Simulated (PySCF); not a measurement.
**C₅H₆N₂Si: excited-state calculation**

C₅H₆N₂Si, computed with TDDFT B3LYP/def2-SVPD, vertical, gas phase, core orbitals frozen in the response (PySCF 2.14.0).

The geometry comes from this level: PBE0-D3(BJ)/def2-SVP. It belongs to a series of runs on one base structure; here: constitutional isomer.

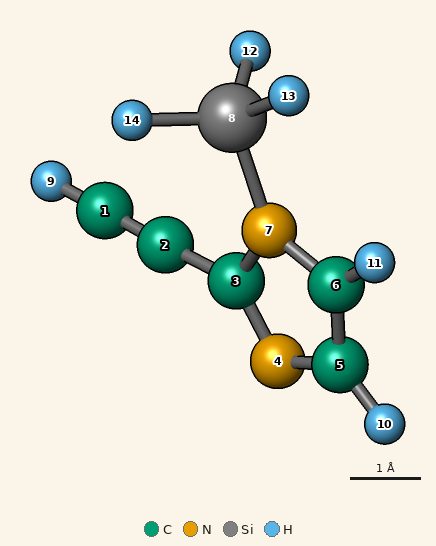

Fig. 1: The structure (ball-and-stick view, seen at a tilt; atoms are numbered from 1 in the order of the input). Bond lengths as drawn: C–C 1.21 to 1.42 Å, C–H 1.07 to 1.09 Å, C–N 1.32 to 1.38 Å, H–Si 1.49 Å and N–Si 1.79 Å.

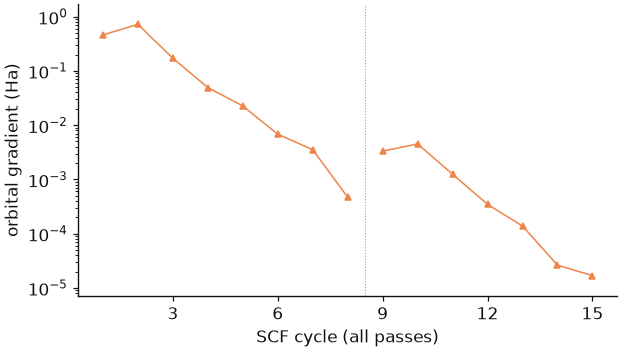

Fig. 2: Convergence of the self-consistent field: orbital gradient against the SCF cycle. The dotted line marks the change from a coarse to the final integration grid. The first 8 cycles use a coarse grid, the final grid takes over at cycle 9, and the field converges after 15 cycles in all.

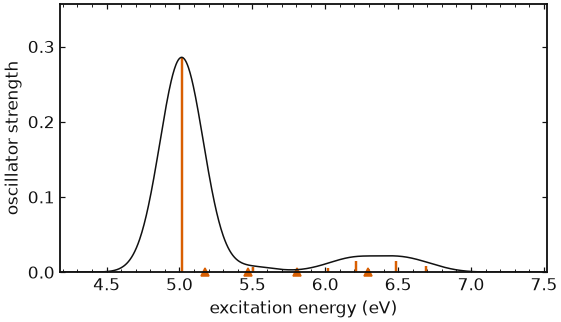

Fig. 3: Computed excitations as sticks (degenerate states added up, dark ones marked on the axis), with a Gaussian envelope of 0.35 eV full width at half maximum, scaled to the tallest. Of the 10 states the lowest lies at 5.01 eV (f = 0.286); the strongest line is at 5.01 eV, or 247 nm (f = 0.286).

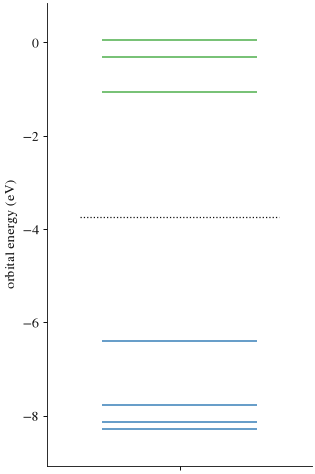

Fig. 4: Orbital energies near the frontier; the dotted line parts filled from empty levels, and levels within 0.02 eV of each other stand side by side. Highest filled −6.40 eV, lowest empty −1.07 eV, 5.33 eV apart.

The input that produced these results follows, with the program's output.

The input
```
{"job": {"kind": "uv", "xc": "B3LYP", "basis": "def2-SVPD", "ip": true}, "charge": 0, "multiplicity": 1}
C     -2.530019    -1.994010     0.792694
C     -1.454435    -1.459156     0.620415
C     -0.227663    -0.770862     0.417647
N      0.972178    -1.301220     0.312260
C      1.817583    -0.251831     0.127069
C      1.120904     0.934821     0.120423
N     -0.202207     0.606356     0.307358
Si    -1.611900     1.701661     0.381955
H     -3.474211    -2.483778     0.945237
H      2.890661    -0.395047     0.006931
H      1.447898     1.965129     0.000865
H     -2.552230     1.377662    -0.723149
H     -1.040332     3.065332     0.215365
H     -2.280578     1.559776     1.702105
```

The first line tells a small driver script what to run in PySCF; the rest is the geometry in Å.

Launch command:
```bash
OMP_NUM_THREADS=1 python <driver script> task.json out
```

The program's output
```
coarse grid: 12904 points
cycle   1  E = -592.6540818197  dE =  1.216e+00  |g| = 4.594e-01  |ddm| = 1.218e+01
cycle   2  E = -592.5826241120  dE =  7.146e-02  |g| = 7.220e-01  |ddm| = 3.749e+00
cycle   3  E = -592.7035983638  dE = -1.210e-01  |g| = 1.713e-01  |ddm| = 2.189e+00
cycle   4  E = -592.7100113026  dE = -6.413e-03  |g| = 4.927e-02  |ddm| = 3.158e-01
cycle   5  E = -592.7104490579  dE = -4.378e-04  |g| = 2.261e-02  |ddm| = 1.055e-01
cycle   6  E = -592.7105674827  dE = -1.184e-04  |g| = 6.812e-03  |ddm| = 4.864e-02
cycle   7  E = -592.7105772787  dE = -9.796e-06  |g| = 3.535e-03  |ddm| = 1.409e-02
cycle   8  E = -592.7105803533  dE = -3.075e-06  |g| = 4.694e-04  |ddm| = 4.877e-03
final grid: 122184 points
cycle   9  E = -592.8008072504  dE = -3.343e-05  |g| = 3.322e-03  |ddm| = 1.348e-01
cycle  10  E = -592.8008051220  dE =  2.128e-06  |g| = 4.505e-03  |ddm| = 2.222e-02
cycle  11  E = -592.8008099585  dE = -4.837e-06  |g| = 1.249e-03  |ddm| = 1.236e-02
cycle  12  E = -592.8008103324  dE = -3.739e-07  |g| = 3.462e-04  |ddm| = 2.105e-03
cycle  13  E = -592.8008103582  dE = -2.579e-08  |g| = 1.381e-04  |ddm| = 5.938e-04
cycle  14  E = -592.8008103625  dE = -4.343e-09  |g| = 2.635e-05  |ddm| = 2.663e-04
cycle  15  E = -592.8008103626  dE = -1.039e-10  |g| = 1.684e-05  |ddm| = 8.415e-05
converged SCF energy = -592.8008103626

Static polarisability (au): isotropic 99.524, principal 63.611 99.443 135.519

Singlet excitations
state   eV       nm        f      main configurations
  1   5.0148    247.2   0.28557   H->L 0.93
  2   5.1753    239.6   0.00043   H->L+1 0.84
  3   5.4695    226.7   0.00038   H-1->L 0.92
  4   5.5035    225.3   0.00659   H->L+2 0.68, H->L+3 0.11, H->L+1 0.11
  5   5.8035    213.6   0.00024   H-3->L 0.96
  6   6.0190    206.0   0.00500   H->L+3 0.74, H->L+2 0.18
  7   6.2103    199.6   0.01509   H-2->L 0.50, H->L+4 0.43
  8   6.2949    197.0   0.00075   H->L+5 0.92
  9   6.4848    191.2   0.01542   H->L+6 0.58, H->L+4 0.20, H-2->L 0.15
 10   6.6879    185.4   0.00754   H-1->L+1 0.52, H->L+6 0.17, H-4->L 0.10

Triplet excitations (Tamm-Dancoff, eV): 3.4912 4.9454 4.9804 5.0253
Vertical ionisation energy (delta-SCF) = 8.4063 eV
```

Results in brief

```csv
quantity,value
outcome,converged
total energy,−592.800810 hartree
HOMO,−6.40 eV
LUMO,−1.07 eV
dipole moment,3.54 D
mean polarisability,99.52 a.u.
vertical ionisation energy,8.41 eV
lowest singlet excitation,5.01 eV
hardware,"1 CPU thread, shared host"
wall time,55 s
peak memory,0.97 GiB
```
